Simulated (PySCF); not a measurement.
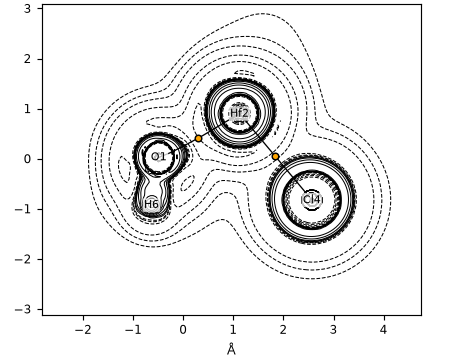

Cl3HHfO, SMILES `O[Hf](Cl)(Cl)Cl`. Negative Laplacian of the density (−∇²ρ) in the plane of O1, Hf2, Cl4 and H6 (solid lines positive, dashed lines negative, contours at ±0.02 to ±8 a.u.), with bond paths and bond critical points (dots).

PySCF calculation, PBE/def2-SVP, gas phase; geometry: GFN2-xTB. Core potentials replace the inner electrons of Hf; spin–orbit coupling isn't included. This is a single-reference result, which may miss multireference character in this system. No frequency check shows the geometry to be a minimum. GFN2-xTB bond lengths at metals and heavier atoms can be off by up to 0.1 Å and shapes distorted, which carries into these values.

Input

```python
import numpy as np
from pyscf import gto, scf, dft
from pyscf.scf import atom_ks, atom_hf
from scipy.linalg import block_diag

def solve(mol, dm0=None, hcore=None):
    mf = (dft.UKS if mol.spin else dft.RKS)(mol, xc='pbe')
    mf.grids.level = 3
    mf = mf.density_fit(auxbasis='def2-universal-jkfit')
    mf.conv_tol, mf.max_cycle = 1e-8, 80
    if hcore is not None:
        mf.get_hcore = lambda *args: hcore
    mf.kernel(dm0)
    if not mf.converged:
        mf = mf.newton().run(mf.mo_coeff, mf.mo_occ, max_cycle=30)
    assert mf.converged, 'SCF not converged'
    return mf

mol = gto.M(atom='''
O     -0.68204    -0.01216     1.91602
Hf    -0.01996    -0.00132     0.20597
Cl     1.19182     1.77086    -0.44558
Cl    -1.91766    -0.01252    -1.00389
Cl     1.22583    -1.74597    -0.45300
H     -1.60634    -0.01806     2.18417
''', basis='def2-svp', ecp={'Hf': 'def2-svp'}, charge=0, spin=0, verbose=4)
mf = solve(mol)
mf.analyze()
# spherically averaged free atoms, for the promolecule
atom_ks.AtomSphAverageRKS.init_guess_by_vsap = lambda self, mol=None: self.init_guess_by_minao(mol)  # core potentials
atm = atom_ks.get_atm_nrks(mol, xc='pbe')
pro = block_diag(*[(atm[a[0]][2] * atm[a[0]][3]) @ atm[a[0]][2].T for a in mol._atom])
np.savez('result.npz', e=mf.e_tot, c=mf.mo_coeff, occ=mf.mo_occ, eps=mf.mo_energy, pro=pro, dip=mf.dip_moment(verbose=0), s2=mf.spin_square()[0])
```

Command:

```sh
OMP_NUM_THREADS=1 python input.py
```

The run took 20 s on 1 thread of Intel(R) Xeon(R) Platinum 8259CL CPU @ 2.50GHz (Skylake/Cascade Lake), on a shared host, peak memory 0.42 GiB.

Partitions, critical points and surface values were worked out afterwards from this run's density.

Question: At which bond critical points in this plane is charge locally concentrated, and at which depleted?

Answer: At none is it concentrated. Depleted (∇²ρ > 0): O1–Hf2 (+0.79 a.u., H = −0.059); Hf2–Cl4 (+0.29 a.u., H = −0.028). A positive Laplacian with negative H is typical of metal–ligand bonds.
